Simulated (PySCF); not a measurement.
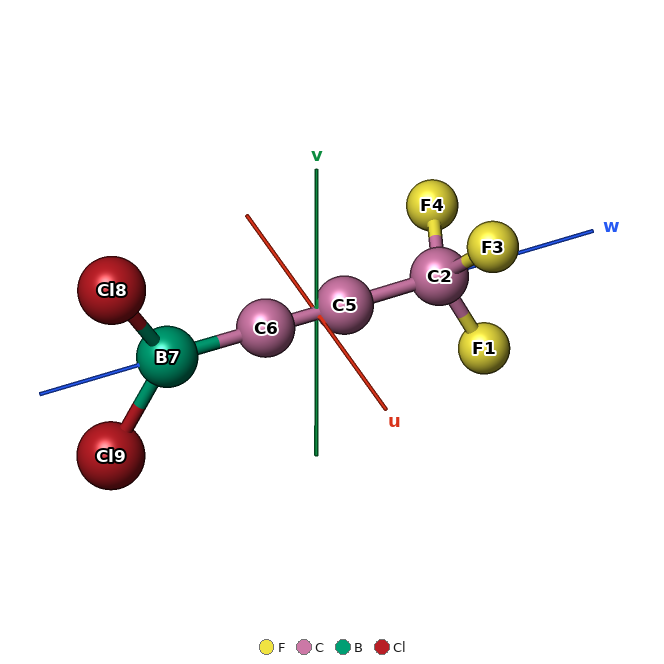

The lines u, v and w are the principal axes of the static dipole polarisability. The geometry was computed by an optimisation with PBE0-D3(BJ)/def2-SVP. No frequency run is at hand to confirm it as a minimum. Method: PBE0/aug-cc-pVDZ (PySCF 2.14.0).

Along which axis is the molecule most polarisable, and along which least?

Answer. Most along w (nearly parallel to the C6–B7 bond), least along u.

Give the three principal values.

Answer. u 55.0, v 77.5, w 110.6 bohr³; mean 81.0, anisotropy 48.4 bohr³.
